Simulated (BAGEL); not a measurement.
# AlH2ClO (SMILES [OH][AlH][Cl]): FCI/STO-3G (density fitting with cc-pvqz-jkfit)

What is the vertical electron affinity of AlH2ClO at FCI/STO-3G (density fitting with cc-pvqz-jkfit)? 

The calculation is run with BAGEL 1.2.2.

### Step 1. The system as given

AlH2ClO has 5 atoms, charge 0, and is taken as a singlet. As SMILES, `[OH][AlH][Cl]`. The coordinates come from a PBE0-D4/def2-TZVP relaxation. This is one conformer, not always the lowest.

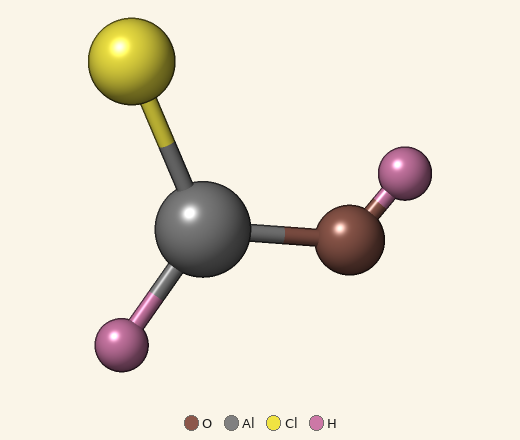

Viewed from a chosen angle; oxygen brown, aluminium grey, chlorine yellow, hydrogen pink.

### Step 2. The energy at FCI/STO-3G (density fitting with cc-pvqz-jkfit)

The input, input.json:

```json
{ "bagel": [

{
  "title": "molecule",
  "basis": "sto-3g",
  "df_basis": "cc-pvqz-jkfit",
  "angstrom": true,
  "geometry": [
    { "atom": "O", "xyz": [      -1.110100,       0.370900,      -0.514400 ] },
    { "atom": "Al", "xyz": [       0.431000,       0.184900,       0.137500 ] },
    { "atom": "Cl", "xyz": [       1.114900,      -1.725400,       0.662800 ] },
    { "atom": "H", "xyz": [      -1.719500,      -0.349100,      -0.669500 ] },
    { "atom": "H", "xyz": [       1.333500,       1.445000,       0.342200 ] }
  ]
},

{
  "title": "hf"
},

{
  "title": "fci",
  "nstate": 1,
  "ncore": 11
}

]}
```

Started as:

```sh
$ BAGEL_NUM_THREADS=1 BAGEL input.json > input.out
```

The log of the run:

```text
* using 1 threads per process

  ===============================================================
  ===============================================================

  *** Geometry ***

  { "atom" : "O", "xyz" : [     -2.097785,      0.700899,     -0.972075 ] },
  { "atom" : "Al", "xyz" : [      0.814472,      0.349410,      0.259837 ] },
  { "atom" : "Cl", "xyz" : [      2.106856,     -3.260533,      1.252510 ] },
  { "atom" : "H", "xyz" : [     -3.249384,     -0.659703,     -1.265172 ] },
  { "atom" : "H", "xyz" : [      2.519950,      2.730654,      0.646664 ] },

  Number of auxiliary basis functions:      504

  Since a DF basis is specified, we compute 2- and 3-index integrals:
    o Being stored without compression. Storage requirement is 0.003 GB

  Number of basis functions:       25
  Number of electrons      :       40

    * METHOD: MOLECULE                             0.28

  *** RHF ***

  === Nuclear Repulsion ===
   129.3015907697

      * DIIS with orbital gradients will be used.

  === RHF iteration (sto-3g) ===
      0       -768.63408360          0.01913519           0.02
      1       -768.71146345          0.00560396           0.02
      2       -768.71766069          0.00096199           0.02
      3       -768.71794541          0.00010549           0.02
      4       -768.71794930          0.00001782           0.02
      5       -768.71794943          0.00000428           0.02
      6       -768.71794944          0.00000059           0.02
      7       -768.71794944          0.00000012           0.02
      8       -768.71794944          0.00000003           0.02
      9       -768.71794944          0.00000000           0.02
    * SCF iteration converged.

    * Permanent dipole moment:
           (    0.393509,    -0.626826,     0.240938) a.u.

    * METHOD: HF                                   0.32

  ---------------------------
        FCI calculation
  ---------------------------

  Performs exactly the same way as Knowles & Handy 1984 CPL

  o alpha-beta strings
      length:          4004
  o size of the space
      determinant space:  4008004
      spin-adapted space: 1002001

  o single displacement lists (alpha)
      length:        108108
  o single displacement lists (beta)
      length:        108108

     guess   0:   closed 111111111.....       open ..............

  === FCI iteration ===

      0  0      -768.71794944     1.91e-04     12.91
      1  0      -768.79363130     8.44e-05     13.17
      2  0      -768.80375839     3.94e-05     13.18
      3  0      -768.80579037     2.04e-05     12.56
      4  0      -768.80624300     9.85e-06     12.56
      5  0      -768.80634796     5.21e-06     12.70
      6  0      -768.80637666     2.55e-06     12.81
      7  0      -768.80638264     1.12e-06     13.30
      8  0      -768.80638387     5.27e-07     13.35
      9  0      -768.80638412     2.26e-07     13.17
     10  0      -768.80638417     1.04e-07     13.21
     11  0      -768.80638418     4.42e-08     13.17
     12  0      -768.80638418     1.90e-08     13.14
     13  0      -768.80638418     8.09e-09     13.29
     14  0      -768.80638418     3.71e-09     13.29
     15  0      -768.80638418     1.61e-09     13.34
     16  0      -768.80638418     6.64e-10     13.39
     17  0      -768.80638418     2.84e-10     13.35
     18  0      -768.80638418     1.19e-10     13.47
     19  0 *    -768.80638418     4.66e-11     12.12

     * ci vector, state   0, <S^2> = 0.0000
       222222222.....    -0.9665968889
       22.222222....2     0.0520768990

    * METHOD: FCI                                265.59

  ===============================================================
```

Run time: 4.4 min. Hardware: 1 thread of Arm Neoverse N1, shared host; peak memory 7.6 GiB.

### Step 3. The doublet anion at the same level

The input, fci.json:

```json
{ "bagel": [

{
  "title": "molecule",
  "basis": "sto-3g",
  "df_basis": "cc-pvqz-jkfit",
  "angstrom": true,
  "geometry": [
    { "atom": "O", "xyz": [   -1.110100,    0.370900,   -0.514400 ] },
    { "atom": "Al", "xyz": [    0.431000,    0.184900,    0.137500 ] },
    { "atom": "Cl", "xyz": [    1.114900,   -1.725400,    0.662800 ] },
    { "atom": "H", "xyz": [   -1.719500,   -0.349100,   -0.669500 ] },
    { "atom": "H", "xyz": [    1.333500,    1.445000,    0.342200 ] }
  ]
},
{ "title": "hf" },
{ "title": "fci", "nstate": 1, "charge": -1, "ncore": 11, "nspin": 1 }

]}
```

Started as:

```sh
$ BAGEL_NUM_THREADS=1 BAGEL fci.json > fci.out
```

The log of the run:

```text
* using 1 threads per process

  ===============================================================
  ===============================================================

  *** Geometry ***

  { "atom" : "O", "xyz" : [     -2.097785,      0.700899,     -0.972075 ] },
  { "atom" : "Al", "xyz" : [      0.814472,      0.349410,      0.259837 ] },
  { "atom" : "Cl", "xyz" : [      2.106856,     -3.260533,      1.252510 ] },
  { "atom" : "H", "xyz" : [     -3.249384,     -0.659703,     -1.265172 ] },
  { "atom" : "H", "xyz" : [      2.519950,      2.730654,      0.646664 ] },

  Number of auxiliary basis functions:      504

  Since a DF basis is specified, we compute 2- and 3-index integrals:
    o Being stored without compression. Storage requirement is 0.003 GB

  Number of basis functions:       25
  Number of electrons      :       40

    * METHOD: MOLECULE                             0.28

  *** RHF ***

  === Nuclear Repulsion ===
   129.3015907697

      * DIIS with orbital gradients will be used.

  === RHF iteration (sto-3g) ===
      0       -768.63408360          0.01913519           0.02
      1       -768.71146345          0.00560396           0.02
      2       -768.71766069          0.00096199           0.02
      3       -768.71794541          0.00010549           0.02
      4       -768.71794930          0.00001782           0.02
      5       -768.71794943          0.00000428           0.02
      6       -768.71794944          0.00000059           0.02
      7       -768.71794944          0.00000012           0.02
      8       -768.71794944          0.00000003           0.02
      9       -768.71794944          0.00000000           0.02
    * SCF iteration converged.

    * Permanent dipole moment:
           (    0.393509,    -0.626826,     0.240938) a.u.

    * METHOD: HF                                   0.32

  ---------------------------
        FCI calculation
  ---------------------------

  Performs exactly the same way as Knowles & Handy 1984 CPL

  o alpha-beta strings
      length:          3003
  o size of the space
      determinant space:  2004002
      spin-adapted space: 910910

  o single displacement lists (alpha)
      length:         50050
  o single displacement lists (beta)
      length:        108108

     guess   0:   closed 111111111.....       open .........1....

  === FCI iteration ===

      0  0      -768.40337476     2.78e-04      6.70
      1  0      -768.48778182     1.17e-04      6.53
      2  0      -768.49865157     4.67e-05      6.57
      3  0      -768.50011399     2.07e-05      6.47
      4  0      -768.50036423     9.04e-06      6.51
      5  0      -768.50041119     3.93e-06      6.65
      6  0      -768.50042011     1.71e-06      6.61
      7  0      -768.50042162     7.00e-07      6.67
      8  0      -768.50042187     2.90e-07      6.64
      9  0      -768.50042191     1.28e-07      6.56
     10  0      -768.50042192     5.68e-08      6.60
     11  0      -768.50042192     2.52e-08      6.53
     12  0      -768.50042192     1.09e-08      6.56
     13  0      -768.50042192     4.95e-09      6.47
     14  0      -768.50042192     2.73e-09      6.53
     15  0      -768.50042192     2.12e-09      6.56
     16  0      -768.50042192     1.75e-09      6.57
     17  0      -768.50042192     1.17e-09      6.62
     18  0      -768.50042192     6.15e-10      6.57
     19  0      -768.50042192     2.78e-10      6.59
    ** throwing out 1 trial vectors **
     20  0      -768.50042192     1.16e-10      6.49
    ** throwing out 1 trial vectors **
     21  0 *    -768.50042192     4.80e-11      5.93

     * ci vector, state   0, <S^2> = 0.7500
       222222222a....    -0.9628434694
       222a22222ab...     0.0648307021
       222a22222ba...     0.0586784244
       22.222222a...2    -0.0540359668

    * METHOD: FCI                                146.05

  ===============================================================
```

Run time: 2.5 min. Hardware: 1 thread of Arm Neoverse N1, shared host; peak memory 3.9 GiB.

### Step 4. What came out

Level: FCI/STO-3G (density fitting with cc-pvqz-jkfit), 11 core orbitals frozen.

| quantity | value |
| --- | --- |
| singlet AlH2ClO: total energy | -768.80638 Eh |
| doublet anion: total energy | -768.50042 Eh |
| vertical electron affinity (to the doublet anion) | -8.326 eV |

The anion lies 8.33 eV (803 kJ/mol) above the neutral: the electron isn't bound at this level, and such a value depends on the basis. Without diffuse functions anions come out too high. In a minimal basis such a difference can be off by several eV, whatever the method.
